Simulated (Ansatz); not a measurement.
Pulling on the Sn1–O2 bond in SnO (multiplicity 1 held). Energies count from the point at 1.832 Å.


R- and RO- levels are restricted; in cc, def2 and unpolarised 6-31G sets they are followed outwards from rest. U- levels take the lowest unrestricted solution at each point, which mixes spins at long bonds. Active spaces are followed from rest. Levels need not reach the same state.

Frozen-core correlation. Filled d and f shells under p-block atoms count as core.

Programs: Ansatz (a program for electronic structure). Each number belongs to the level named beside it. In def2 rows elements past Kr take small-core potentials, without spin–orbit coupling.

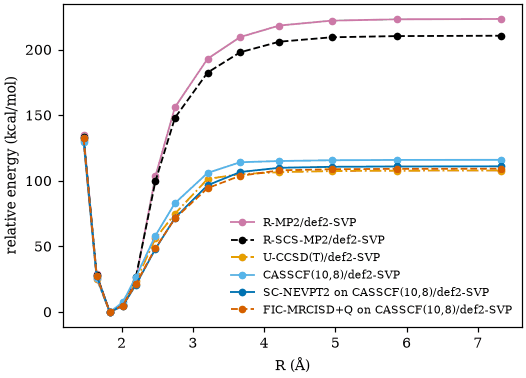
Relative energy along the coordinate

Doubts at one or more of the structures used: a restricted determinant that unrestricted orbitals would lower (R-MP2/def2-SVP, R-SCS-MP2/def2-SVP); a spin-contaminated determinant (U-CCSD(T)/def2-SVP); T1 above 0.05 (U-CCSD(T)/def2-SVP); the program's own flag: large difference (U-CCSD(T)/def2-SVP).
